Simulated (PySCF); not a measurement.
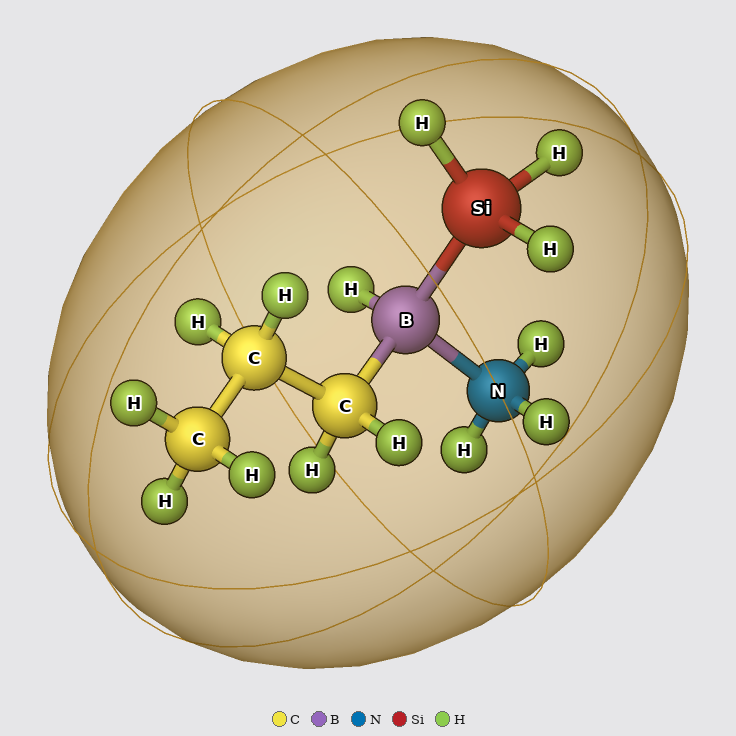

The ellipsoid shows the static dipole polarisability: its half-axes are proportional to the principal values. Computed geometry: GFN2-xTB optimisation. No frequency run is at hand to confirm it as a minimum. Computed with B3LYP/def2-SVPD (PySCF 2.14.0).

How large and how anisotropic is the polarisability?

Principal values 84.0, 96.5, 107.9 bohr³; mean 96.1 bohr³ (14.25 Å³); anisotropy 20.7 bohr³, so the longest axis is 1.29 times the shortest.

The geometry is semi-empirical. Around B, Si such bond lengths and angles can be off by a tenth of an ångström or more and by several degrees, and values that hang on the shape move with them.
